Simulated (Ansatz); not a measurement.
## Electronic structure of C$_{4}$H$_{9}$BrGe in real space

The calculation's input:

```
crystal:
  periodic: [false, false, false]
  atoms:
    - {symbol: C, position_ang: [1.289522, -0.054925, -0.593299]}
    - {symbol: C, position_ang: [1.767557, -1.519340, -0.369478]}
    - {symbol: C, position_ang: [1.807059, -1.233946, 1.154125]}
    - {symbol: C, position_ang: [0.922697, 0.017614, 0.917753]}
    - {symbol: Br, position_ang: [-1.933503, -1.043201, -1.528356]}
    - {symbol: Ge, position_ang: [-0.075262, 0.334377, -1.954133]}
    - {symbol: H, position_ang: [-0.594201, 1.786542, -1.886655]}
    - {symbol: H, position_ang: [0.390044, -0.004306, -3.386408]}
    - {symbol: H, position_ang: [2.146170, 0.604386, -0.818286]}
    - {symbol: H, position_ang: [2.705743, -1.819193, -0.861373]}
    - {symbol: H, position_ang: [0.988274, -2.254355, -0.625841]}
    - {symbol: H, position_ang: [1.408780, -2.012809, 1.822625]}
    - {symbol: H, position_ang: [2.818724, -0.964577, 1.496496]}
    - {symbol: H, position_ang: [1.187295, 0.943096, 1.452116]}
    - {symbol: H, position_ang: [-0.142670, -0.196982, 1.097169]}
basis:
  gaussian:
    orbitals: def2-SVPD
hamiltonian:
  xc: pbe0
output:
  forces: true
  orbitals: {seedname: orbitals}
```

Command:

```sh
ansatz run input.yaml --threads 4 --pin off --max-ram 7830MiB --events-out events.jsonl --progress --plain --runs-dir runs
```

Geometry: B3LYP/def2-SVP.

All numbers below come from Ansatz 0.2.0, isolated molecule in a Gaussian basis; Kohn-Sham density functional theory, functional PBE0.

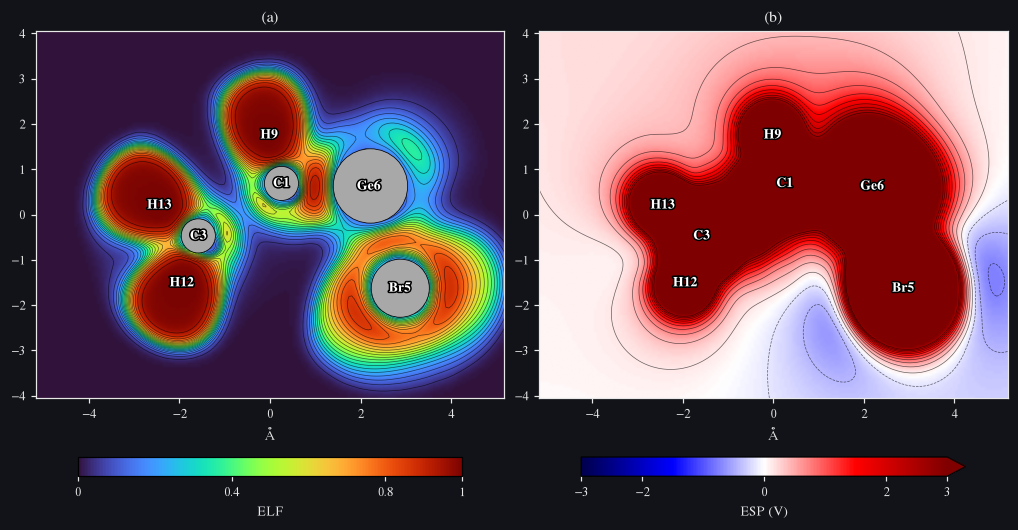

Figure 1. (a) electron localisation function; (b) electrostatic potential on the plane of atoms C1, Ge6 and Br5. Grey discs cover the atomic cores in the ELF map.

**Interpret the plot.**

The plane passes through C, Br, Ge and H nuclei.
C–Ge (1.97 Å): the ELF peaks at about 0.90 in the valence shell of C, 0.7 Å from its nucleus, and is about 0.75 at the midpoint.
Ge–Br (2.35 Å): the ELF peaks at about 0.80 in the valence shell of Br, 1.0 Å from its nucleus, and is about 0.75 at the midpoint.
C–H (1.10 Å): the ELF climbs to about 1 towards the hydrogen, as it does in any bond to H; a covalent bond by its length.
The ELF also peaks beside Br5, away from the bonds: lone-pair regions.
Outside the dense part of the molecule the potential is most negative (−0.7 V) near Br5.

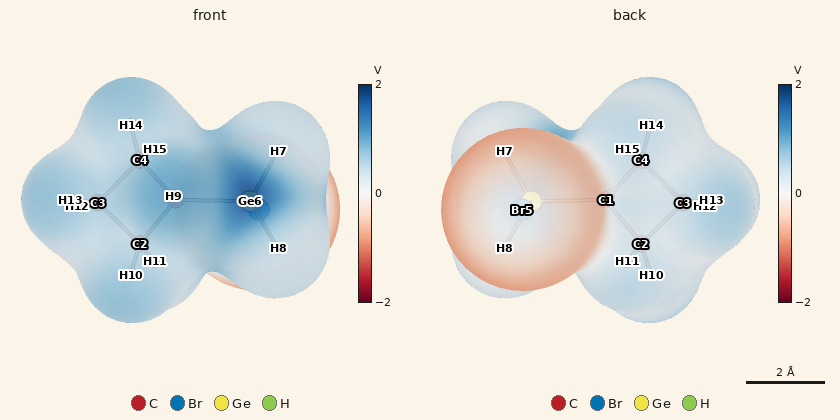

Figure 2. The electrostatic potential painted on the density surface at 0.002 e/bohr³, seen from the front and from behind; red is negative and blue positive.

**Which sites attract a positive test charge, and which a negative one?**

A positive charge is drawn to the negative regions and a negative charge to the positive ones. The most negative region (about −0.7 V) lies over Br5, the most positive (about +1.6 V) over Ge6.

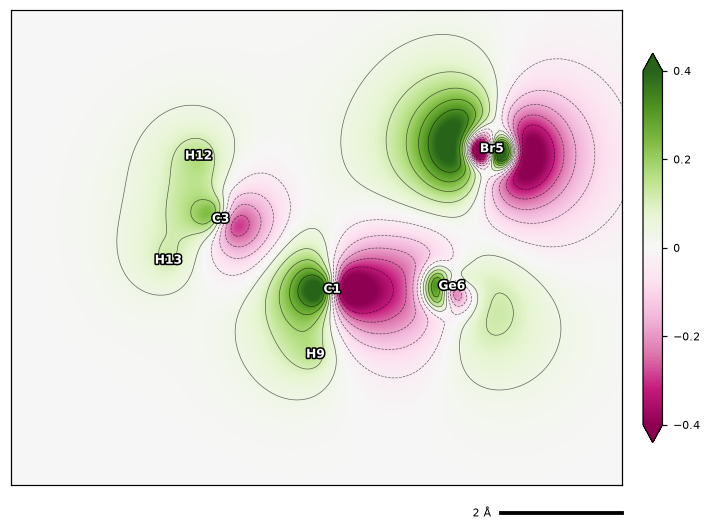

Figure 3. The HOMO on the plane of atoms H12, C3 and H13 (values in Å⁻³ᐟ²; the overall sign is arbitrary).

**What is the character of this orbital?**

Its weight (Hirshfeld) is mainly on Br5 (about 50 %), C1 (about 15 %) and Ge6 (about 15 %). Its energy is −7.85 eV.
